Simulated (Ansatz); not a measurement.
## Electronic structure of CH2AlN (charge −1, doublet) in real space

```yaml
atoms:
  - { symbol: C, position_ang: [1.8754, -0.4673, 0.3817] }
  - { symbol: Al, position_ang: [-0.9817, 0.0504, -0.7414] }
  - { symbol: N, position_ang: [0.7708, -0.2542, -0.0015] }
  - { symbol: H, position_ang: [-1.2949, 1.6465, -0.5634] }
  - { symbol: H, position_ang: [-2.0137, -0.9133, 0.0852] }
```

Geometry: PBE-D3(BJ)/def2-SVPD; the highest occupied orbital lies above zero, a sign that basis and functional describe the outermost electron poorly.

Theory: isolated molecule in a Gaussian basis; Kohn-Sham density functional theory, functional PBE0 in Ansatz 0.2.0.

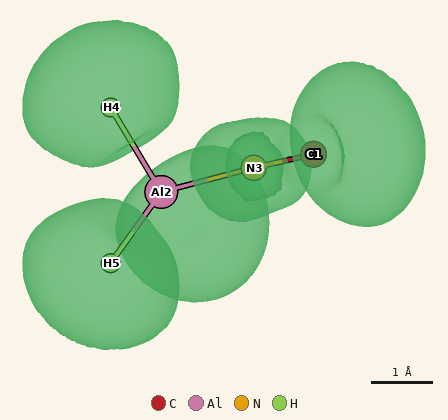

Figure 1. Isosurface of the electron localisation function at 0.75 (green), seen at a tilt. Only the valence region is drawn (cores and ρ < 0.01 e/Å³ removed).

> Describe the localisation domains.

The ELF exceeds this value in two regions around hydrogen nuclei, one region on N in which the atom's valence shell and bonds are merged, one lobe on Al, pointing away from the bonds (non-bonding electrons) and one lobe on C, pointing away from the bonds (non-bonding electrons).


C–N (1.19 Å): the ELF peaks at about 0.90 between the atoms; a multiple bond. Al–N (1.93 Å): the ELF peaks at about 0.95 in the valence shell of N, 0.7 Å from its nucleus, and is about 0.70 at the midpoint.

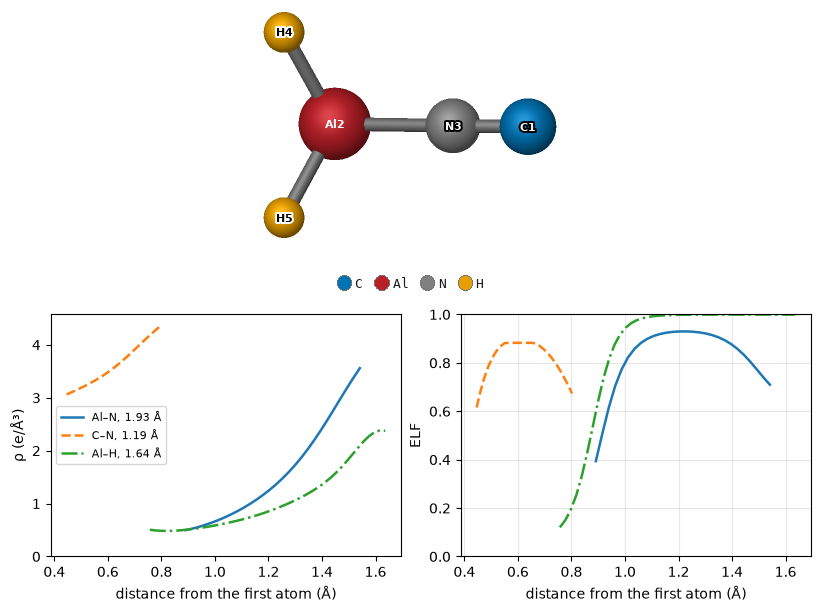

Figure 2. Total electron density and ELF along straight lines between neighbouring atoms. The curves leave out the atomic cores. The structure is drawn too.

> Compare the contacts.

Al–N (1.93 Å): the density is about 0.6 e/Å³ at the midpoint; the ELF peaks at about 0.95 in the valence shell of N, 0.7 Å from its nucleus, and is about 0.70 at the midpoint.
C–N (1.19 Å): ρ at the midpoint is about 3.5 e/Å³; the ELF peaks at about 0.90 between the atoms: a short, multiple covalent bond.
Al–H (1.64 Å): the density is about 0.48 e/Å³ at the midpoint; the ELF climbs to about 1 towards the hydrogen.

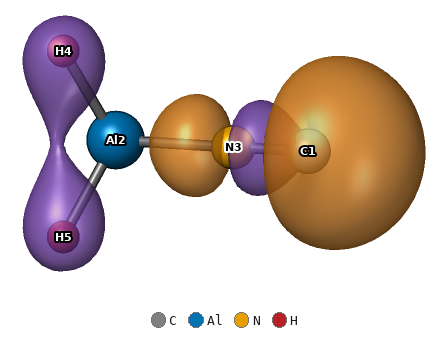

Figure 3. The HOMO−1 (β) at ±0.1 Å⁻³ᐟ² (orange and purple are the two phases), seen at a tilt.

> Where does this orbital lie, and at what energy?

It lies mainly on C1 (about 70 %), N3 (about 15 %) and Al2 (about 5 %). Its energy is −3.92 eV.
